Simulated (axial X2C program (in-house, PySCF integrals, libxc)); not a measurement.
**Relativistic diatomic calculation for BaH⁻**

System: BaH⁻, single determinant with Ω = 0.
Method: HF, two-component X2C with atomic mean-field Coulomb and Gaunt terms, Ba dyall-av3z, H dyall-av3z (cores contracted) (axial X2C program (in-house, PySCF integrals, libxc)).

## The input
```
{"zs": [56, 1], "q": -1, "bas": ["dyall-av3z", "dyall-av3z"], "levels": ["PBE0", "HF", "PBEsol", "B97-3"], "cc": false, "r0": 2.28, "npts": 10, "nst": 2, "ntry": 6, "opt": {"nrad": 30, "nth": 10}}
```

The line is the task of a batch: nuclear charges, charge, bases, the levels to run, a first guess of the distance and further settings. This report covers HF with spin-orbit coupling. The log is that of the reference distance 2.31 Å.

The run was one of a batch that the task file lists, launched with:
```bash
python <driver script> task.json out
```

## The program's output
```
two-component X2C + atomic mean field  HF
basis functions 164  fitting functions 790  grid points 498
iter        total energy     max residual
   1      -8128.895847533     5.11e-01
   2      -8128.913785092     5.79e-03
   3      -8128.914398536     1.98e-03
   4      -8128.914501768     6.02e-04
   5      -8128.914540800     2.76e-04
   6      -8128.914555697     1.17e-04
   7      -8128.914558064     2.93e-05
   8      -8128.914558216     7.43e-06
   9      -8128.914558229     4.85e-06
  10      -8128.914558235     2.73e-06
  11      -8128.914558238     1.09e-06
  12      -8128.914558238     2.78e-07
converged
one-electron -11124.67922257  Coulomb 3185.46747992  exact exchange -197.26984265  xc functional 0.00000000  nuclear repulsion 12.82853845  atomic mean-field constant -5.26151138
```

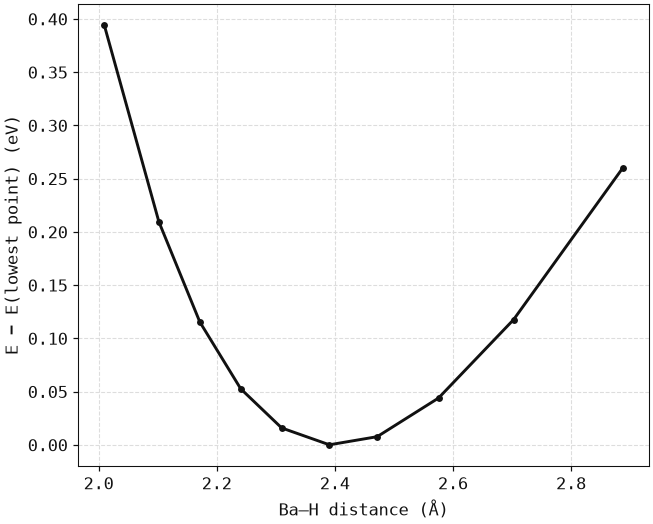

*Energy at 10 bond lengths, for one set of occupations held fixed; the line joins the points.*

A polynomial of degree 6 through 9 points gives rₑ = 2.402 Å, ωₑ = 969.7 cm⁻¹, ωₑxₑ = 16 cm⁻¹ and Bₑ = 2.920 cm⁻¹. The minimum lies 1.87 eV below Ba⁻ + H, each computed as one determinant at the same level.

## What the run reported

- outcome: converged
- bond length rₑ: 2.402 Å
- ωₑ: 969.7 cm⁻¹
- energy at the minimum: −8128.91515 hartree
- depth below the fragments: 1.87 eV
- hardware: 1 CPU thread, shared host
- wall time: 3.2 s

## What is odd here

The input is odd on purpose: coarse grid (nrad = 30.0) (nth = 10.0). The program ran to the end. Its numbers are those of the input as typed; this run alone doesn't show how far the oddity moves them. Hartree–Fock lacks correlation, so it usually binds too weakly.
